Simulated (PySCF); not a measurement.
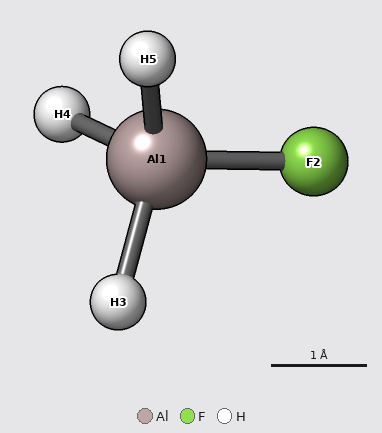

*The input geometry (ball-and-stick view, seen at a tilt; atoms are numbered from 1 in the order of the input). Sticks mark near contacts.*

Bond lengths as drawn: Al–F 1.76 Å and Al–H 1.64 Å.

## Frequency calculation of AlH$_{3}$F (charge −1)

The run: frequency calculation of AlH$_{3}$F, charge −1, SMILES [H][Al-]([H])([H])[F]. Method and program: HF/6-311G, RHF (PySCF 2.14.0).

The geometry was optimised with HF/6-311G symmetrised.

**What the program printed**
```
PySCF version 2.14.0

[INPUT] num. atoms = 5
[INPUT] num. electrons = 26
[INPUT] charge = -1
[INPUT] spin (= nelec alpha-beta = 2S) = 0
[INPUT] symmetry False subgroup None
[INPUT] Mole.unit = angstrom
[INPUT] Symbol           X                Y                Z      unit          X                Y                Z       unit  Magmom
[INPUT]  1 Al    -0.017281000000   0.001028000000  -0.649264000000 AA   -0.032656357159   0.001942638456  -1.226931142540 Bohr   0.0
[INPUT]  2 F      0.029542000000  -0.001749000000   1.109823000000 AA    0.055826289172  -0.003305130992   2.097261516743 Bohr   0.0
[INPUT]  3 H      1.517087000000  -0.006731000000  -1.220726000000 AA    2.866878937138  -0.012719746544  -2.306837813136 Bohr   0.0
[INPUT]  4 H     -0.798174000000   1.347512000000  -1.157108000000 AA   -1.508330259749   2.546428629565  -2.186617216543 Bohr   0.0
[INPUT]  5 H     -0.813141000000  -1.335343000000  -1.160789000000 AA   -1.536613790655  -2.523432552355  -2.193573298408 Bohr   0.0

nuclear repulsion = 53.5479685712049
number of shells = 27
number of NR pGTOs = 81
number of NR cGTOs = 43
basis = 6-311g
ecp = {}

******** <class 'pyscf.scf.hf.RHF'> ********
method = RHF
initial guess = minao
damping factor = 0
level_shift factor = 0
DIIS = <class 'pyscf.scf.diis.CDIIS'>
diis_start_cycle = 1
diis_space = 8
diis_damp = 0
SCF conv_tol = 1e-09
SCF conv_tol_grad = None
SCF max_cycles = 50
direct_scf = True
direct_scf_tol = 1e-13
Set gradient conv threshold to 3.16228e-05
Initial guess from minao.
init E= -342.599491266722
  HOMO = -0.309092648272206  LUMO = 0.0505385361709503  gap/eV = 9.78606
cycle= 1 E= -343.122971967512  delta_E= -0.523  |g|= 0.539  |ddm|= 1.41
  HOMO = -0.182929730584994  LUMO = 0.258017392690389  gap/eV = 11.99878
cycle= 2 E= -343.161257520785  delta_E= -0.0383  |g|= 0.373  |ddm|= 0.589
  HOMO = -0.197825548698992  LUMO = 0.255185588978953  gap/eV = 12.32706
cycle= 3 E= -343.179559050159  delta_E= -0.0183  |g|= 0.0224  |ddm|= 0.18
  HOMO = -0.203223891793788  LUMO = 0.254241445697962  gap/eV = 12.44827
cycle= 4 E= -343.179875069454  delta_E= -0.000316  |g|= 0.00374  |ddm|= 0.0634
  HOMO = -0.203063349533538  LUMO = 0.254311240435665  gap/eV = 12.44580
cycle= 5 E= -343.179882586744  delta_E= -7.52e-06  |g|= 0.000793  |ddm|= 0.00905
  HOMO = -0.203029018119714  LUMO = 0.254327355721748  gap/eV = 12.44530
cycle= 6 E= -343.179882971662  delta_E= -3.85e-07  |g|= 0.000239  |ddm|= 0.00148
  HOMO = -0.203025489781711  LUMO = 0.254326867567441  gap/eV = 12.44519
cycle= 7 E= -343.179883002662  delta_E= -3.1e-08  |g|= 3.98e-05  |ddm|= 0.000474
  HOMO = -0.203024221820356  LUMO = 0.254325943066998  gap/eV = 12.44513
cycle= 8 E= -343.179883003404  delta_E= -7.42e-10  |g|= 4.92e-06  |ddm|= 7.64e-05
  HOMO = -0.203025182855905  LUMO = 0.254325519760457  gap/eV = 12.44515
Extra cycle  E= -343.179883003419  delta_E= -1.5e-11  |g|= 1.45e-06  |ddm|= 1.05e-05
converged SCF energy = -343.179883003419
E = -343.1798830034 Eh
frequencies (1/cm) [ 621.6  621.6  689.4  847.4  847.4  921.8 1702.  1702.1 1802. ]
temperature 350.0000 [K]
pressure 101325.00 [Pa]
Rotational constants [GHz] 69.65003 11.85301 11.85288
Symmetry number 3
Zero-point energy (ZPE) 0.02222 [Eh]   58348.795 [J/mol]
                           tot       elec      trans        rot        vib
Entropy [J/mol/K]       251.780      0.000    160.617     80.828     10.335
Cv [J/mol/K]             49.731      0.000     12.472     12.472     24.787
Cp [J/mol/K]             58.045      0.000     20.786     12.472     24.787
Internal energy [J/mol]                      4365.091   4365.091  61063.963
Internal energy [Eh]   -343.15330  -343.17988
Enthalpy [J/mol]                             7275.152   4365.091  61063.963
Enthalpy [Eh]          -343.15219
Gibbs free energy [J/mol]                  -48940.860 -23924.780  57446.748
Gibbs free energy [Eh] -343.18576
```

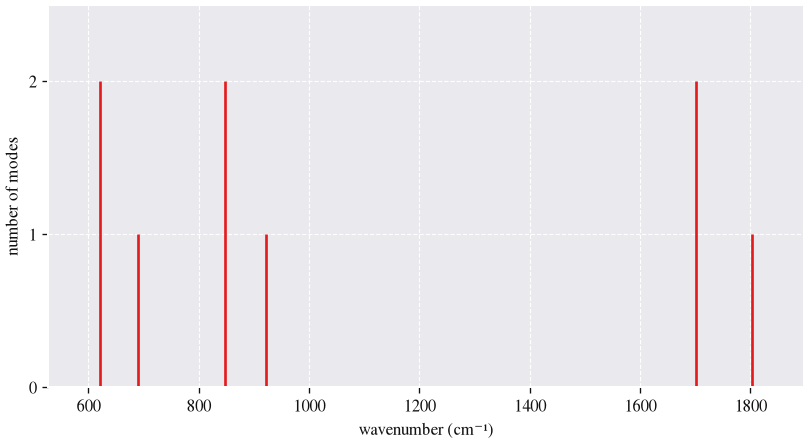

*Harmonic vibrational wavenumbers from the force constants; neighbouring modes closer than 5 cm⁻¹ are counted in one stick.*

9 modes from 622 to 1802 cm⁻¹, none imaginary.

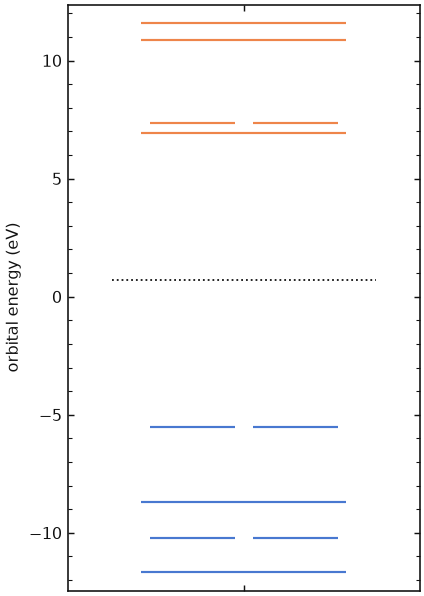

*Orbital energies near the frontier; the dotted line parts filled from empty levels, and levels within 0.02 eV of each other stand side by side.*

Highest filled −5.52 eV, lowest empty 6.92 eV, 12.44 eV apart.

The run was set up as follows.

**The input (run.py)**
```python
# [AlFH3]-
import numpy
from pyscf import gto, scf, symm
from pyscf.hessian import thermo

mol = gto.M(
    atom='mol.xyz',
    max_memory=1860,
    spin=0,
    verbose=4,
    charge=-1,
    basis='6-311g',
)

mf = scf.RHF(mol)
mf.kernel()

etot = mf.e_tot
print('E = %.10f Eh' % etot)
hess = mf.Hessian().kernel()
modes = thermo.harmonic_analysis(mol, hess)
print('frequencies (1/cm)', numpy.round(modes['freq_wavenumber'], 1))
symm.geom.TOLERANCE = 1e-3  # for the symmetry number
th = thermo.thermo(mf, modes['freq_au'], 350, 101325)
thermo.dump_thermo(mol, th)
```

**File mol.xyz**
```
5
AlFH3
Al    -0.017281     0.001028    -0.649264
F      0.029542    -0.001749     1.109823
H      1.517087    -0.006731    -1.220726
H     -0.798174     1.347512    -1.157108
H     -0.813141    -1.335343    -1.160789
```

Command:
```bash
OMP_NUM_THREADS=1 python run.py
```

**Key numbers**

| quantity | value |
| --- | --- |
| outcome | converged |
| total energy | −343.179883 hartree |
| basis functions | 43 |
| HOMO | −5.52 eV |
| LUMO | 6.92 eV |
| zero-point energy | 0.022224 hartree |
| wavenumbers, lowest and highest | 622 and 1802 cm⁻¹ |
| hardware | 1 thread of Intel Xeon @ 2.50GHz (Skylake/Cascade Lake), 189 GiB of memory available, shared host |
| wall time | 12 s |
| peak memory | 0.12 GiB |

The record of the run, not the program, notes: dipole of an ion depends on the origin.
